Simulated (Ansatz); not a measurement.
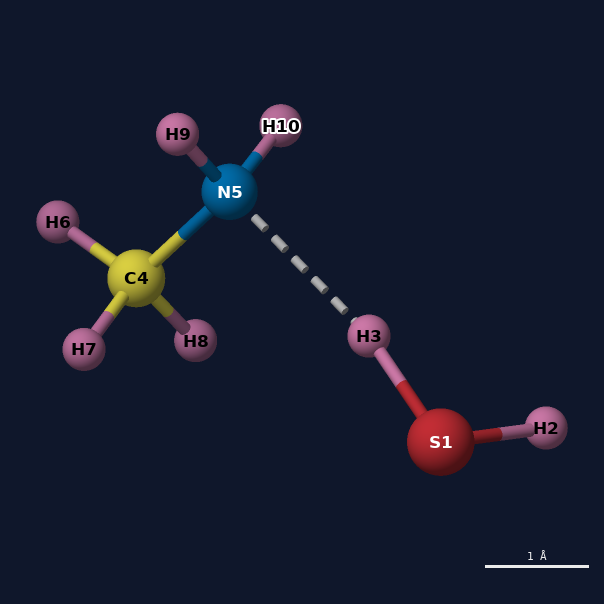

Two molecules or ions; the broken line marks their closest contact (measured against van der Waals radii). Geometry: a pair of rigid molecules at a changed separation. Program: Ansatz 0.2.0.

**Which two species are they?**

H2S and CH5N (`CN.S`).

**How long is the contact?**

H3···N5 is 2.19 Å.

Give the counterpoise-corrected interaction energy (kcal/mol, monomers kept as in the pair) with RHF-CCSD(T) (frozen core)/def2-TZVPPD; PBE0-D4/def2-TZVPPD; PBE-D4/def2-TZVPPD; B3LYP-D4/def2-TZVPPD.

| level | interaction energy (kcal/mol) |
| --- | --- |
| RHF-CCSD(T) (frozen core)/def2-TZVPPD | −3.8 |
| PBE0-D4/def2-TZVPPD | −5.0 |
| PBE-D4/def2-TZVPPD | −5.4 |
| B3LYP-D4/def2-TZVPPD | −4.6 |
